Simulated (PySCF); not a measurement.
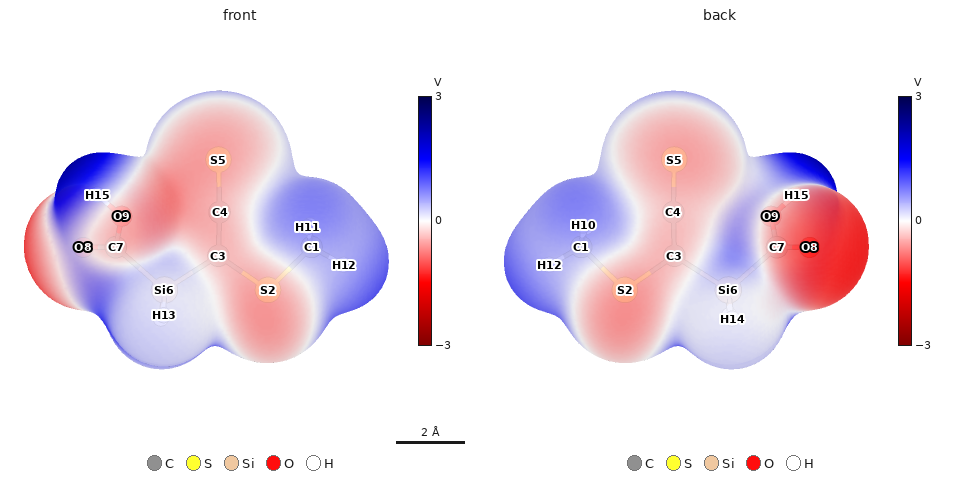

The picture shows: C$_{4}$H$_{6}$O$_{2}$S$_{2}$Si (SMILES CSC(=C=S)[SiH2]C(=O)O). The electrostatic potential painted on the density surface at 0.001 e/bohr³, seen from the front and from behind; the colour scale runs from red (negative) to blue (positive).

Geometry: GFN2-xTB.

All numbers below come from PySCF, PBE0/pcSseg-1, SCF density, gas phase, non-relativistic.

```yaml
atoms:
  - { symbol: C, position_ang: [3.0973, 0.1663, -0.2181] }
  - { symbol: S, position_ang: [1.8662, -1.1315, 0.0950] }
  - { symbol: C, position_ang: [0.3553, -0.2635, -0.2874] }
  - { symbol: C, position_ang: [0.3342, 0.9358, -0.7738] }
  - { symbol: S, position_ang: [0.2352, 2.3850, -1.3470] }
  - { symbol: Si, position_ang: [-1.1972, -1.2819, 0.0793] }
  - { symbol: C, position_ang: [-2.6925, -0.1531, -0.3319] }
  - { symbol: O, position_ang: [-3.6366, -0.4420, -1.0193] }
  - { symbol: O, position_ang: [-2.5851, 1.0321, 0.2751] }
  - { symbol: H, position_ang: [3.0409, 0.4790, -1.2568] }
  - { symbol: H, position_ang: [2.9142, 1.0064, 0.4456] }
  - { symbol: H, position_ang: [4.0666, -0.2751, -0.0099] }
  - { symbol: H, position_ang: [-1.2237, -1.5822, 1.5125] }
  - { symbol: H, position_ang: [-1.2349, -2.4752, -0.7631] }
  - { symbol: H, position_ang: [-3.3443, 1.6077, 0.0720] }
```

Question: Describe the electrostatic potential map.

Answer: The most negative region (about −1.4 V) lies over O8, the most positive (about +2.1 V) over H15. O8 is the likeliest acceptor of a hydrogen bond.
